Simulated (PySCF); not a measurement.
**C10H8, SMILES `c1ccc2cccc2cc1`: what the electrons do**

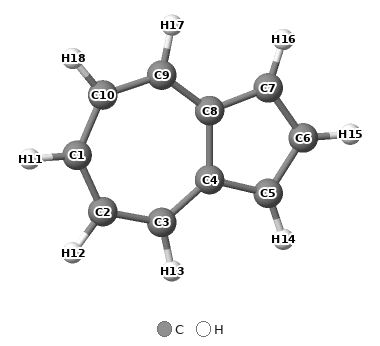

The molecule, with its atoms numbered as below. No frequency check shows the geometry to be a minimum.

Coordinates in Å:

```
C1       2.4826   -0.0000    0.0000
C2       1.8951    1.2576    0.0000
C3       0.5474    1.5877    0.0000
C4      -0.5467    0.7436    0.0000
C5      -1.8866    1.1368    0.0000
C6      -2.6893   -0.0000    0.0000
C7      -1.8867   -1.1367    0.0000
C8      -0.5468   -0.7436    0.0000
C9       0.5474   -1.5877    0.0000
C10      1.8950   -1.2576    0.0000
H11      3.5670   -0.0001    0.0000
H12      2.5837    2.0940    0.0000
H13      0.3159    2.6478    0.0000
H14     -2.2339    2.1539    0.0000
H15     -3.7656   -0.0002    0.0000
H16     -2.2340   -2.1538    0.0000
H17      0.3158   -2.6478    0.0000
H18      2.5836   -2.0941    0.0000
```

### 1. Bonding charge

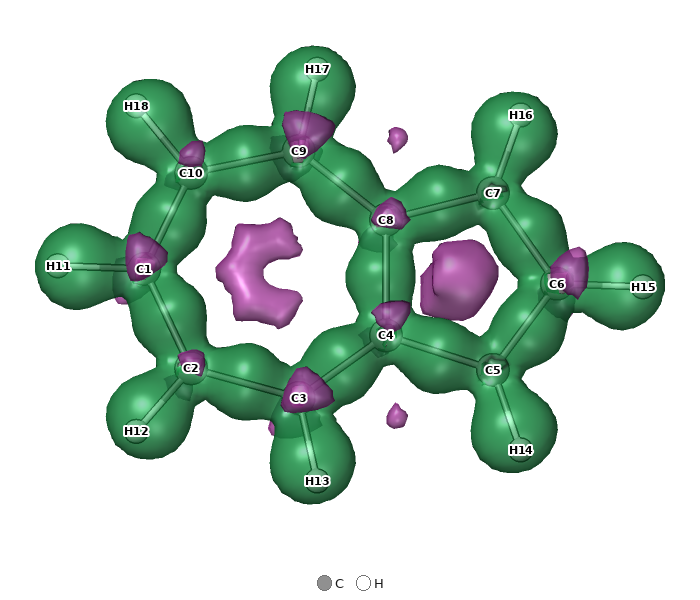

Deformation density (molecule less spherical, spin-averaged free atoms at the same positions), surfaces at ±0.1 e/Å³; green: gain, purple: loss.

Method: r2SCAN/def2-SVP; geometry: GFN2-xTB; program: PySCF. This is a single-reference result, which may miss multireference character in this system.

Describe the bonding that the map shows.

Answer. The five largest and four smallest: C6–H15: +0.70 e/Å³ at the bond critical point (bond length 1.08 Å, Mayer order 1.0). C1–H11: +0.70 e/Å³ at the bond critical point (bond length 1.08 Å, Mayer order 1.0). C3–H13 and C9–H17: +0.70 e/Å³ at the bond critical point (bond length 1.08 Å, Mayer order 1.0). C2–H12 and C10–H18: +0.69 e/Å³ at the bond critical point (bond length 1.08 Å, Mayer order 1.0). C5–H14 and C7–H16: +0.68 e/Å³ at the bond critical point (bond length 1.07 Å, Mayer order 1.0). C1–C2 and C1–C10: +0.60 e/Å³ at the bond critical point (bond length 1.39 Å, Mayer order 1.4). C6–C7 and C5–C6: +0.60 e/Å³ at the bond critical point (bond length 1.39 Å, Mayer order 1.3). C4–C5 and C7–C8: +0.59 e/Å³ at the bond critical point (bond length 1.40 Å, Mayer order 1.3). C4–C8: +0.49 e/Å³ at the bond critical point (bond length 1.49 Å, Mayer order 1.0). In all, 4.1 electrons gather in the regions of gain relative to the promolecule.

Where do the Hirshfeld charges lie?

Answer. The highest Hirshfeld charge is on H13 and H17 (+0.05 e), the lowest on C5 and C7 (−0.08 e).

### 2. Bond critical points

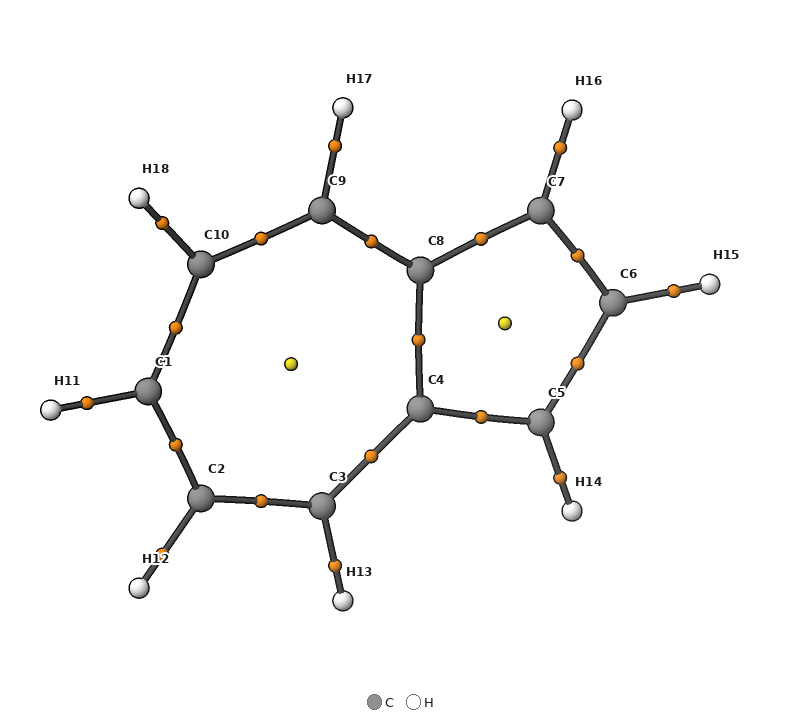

Molecular graph of the electron density (QTAIM): bond paths, bond critical points (orange), ring points (yellow, if any); weak paths are dashed.

How many critical points of each kind are there, and does the count close?

Answer. 18 nuclei, 19 bond, 2 ring and 0 cage critical points: 18 − 19 + 2 − 0 = 1, as the Poincaré–Hopf relation requires.

Tabulate density, Laplacian, ellipticity and energy density at the bond critical points (atomic units).

Answer.
| bond | length (Å) | ρ (a.u.) | ∇²ρ (a.u.) | ε | H (a.u.) |
| --- | --- | --- | --- | --- | --- |
| C3–C4 (2 alike) | 1.382 | 0.312 | −0.80 | 0.18 | −0.301 |
| C2–C3 (2 alike) | 1.387 | 0.308 | −0.78 | 0.19 | −0.295 |
| C1–C2 (2 alike) | 1.388 | 0.307 | −0.78 | 0.19 | −0.294 |
| C6–C7 (2 alike) | 1.392 | 0.307 | −0.76 | 0.21 | −0.293 |
| C4–C5 (2 alike) | 1.396 | 0.305 | −0.75 | 0.21 | −0.289 |
| C6–H15 | 1.076 | 0.284 | −1.08 | 0.00 | −0.311 |
| C1–H11 | 1.084 | 0.282 | −1.05 | 0.01 | −0.305 |
| C3–H13 (2 alike) | 1.085 | 0.282 | −1.06 | 0.00 | −0.305 |
| C5–H14 (2 alike) | 1.075 | 0.282 | −1.05 | 0.03 | −0.307 |
| C2–H12 (2 alike) | 1.083 | 0.281 | −1.04 | 0.02 | −0.304 |
| C4–C8 | 1.487 | 0.261 | −0.60 | 0.06 | −0.216 |

What kind of interaction is C4–C5?

Answer. Shared-shell (covalent): ρ = 0.305, ∇²ρ = −0.75, H = −0.289 a.u. Its ellipticity of 0.21 shows that the density isn't cylindrical about the bond.

### 3. Electrostatic potential

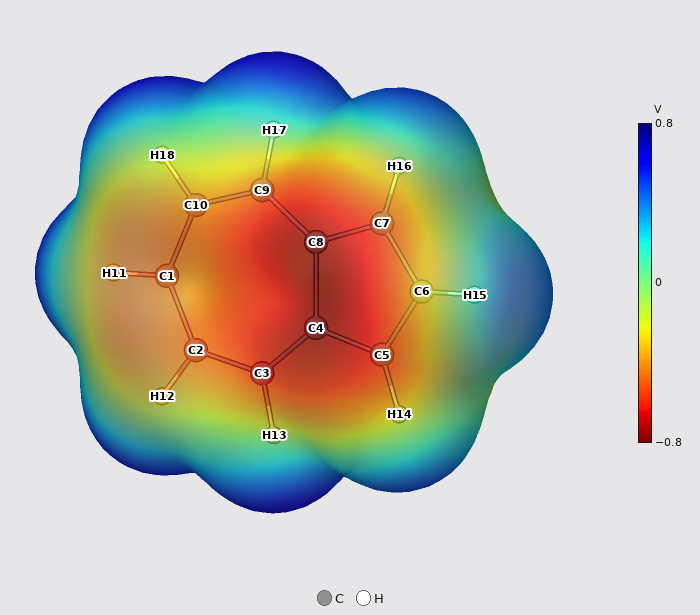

Electrostatic potential on the surface of electron density 0.001 a.u.

Where are the extremes of the potential on the surface?

Answer. Highest: 0.69 V, 1.4 Å from H11. Lowest: −0.79 V, off the C6–C7 bond (2.1 to 2.2 Å from its atoms), and at like points elsewhere. The surface is sampled at points, so like sites can differ by a few per cent and only the strongest of them is named.

### 4. Removing or adding an electron

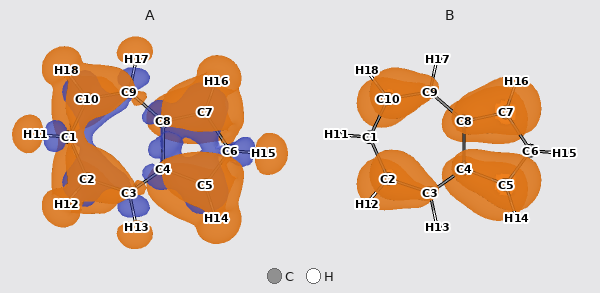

The Fukui function f⁻ from two separate SCF calculations and the density of the HOMO, at ±0.01 e/Å³ (orange positive, blue negative).

PySCF calculation, ωB97X/def2-SVP, gas phase; geometry: GFN2-xTB.

Which panel is which, and how good is the frozen-orbital picture?

Answer. A is f⁻ (it has negative regions), B the HOMO density. The HOMO lies on C5 and C7 (20 % each), C2 and C10 (10 % each) and C4 and C8 (9 % each); f⁻ (Hirshfeld-condensed) is largest on C5 and C7 (0.13 each) and C2 and C10 (0.09 each); the vertical ionisation energy is 7.28 eV (the stability of the cation's solution wasn't checked). Relaxation shifts 26 % of the electron between atoms. The orbital energy is −7.58 eV.

The PySCF runs shown took 60 s and 2.6 min on 1 thread of Intel(R) Xeon(R) Platinum 8488C (Sapphire Rapids) (shared host).
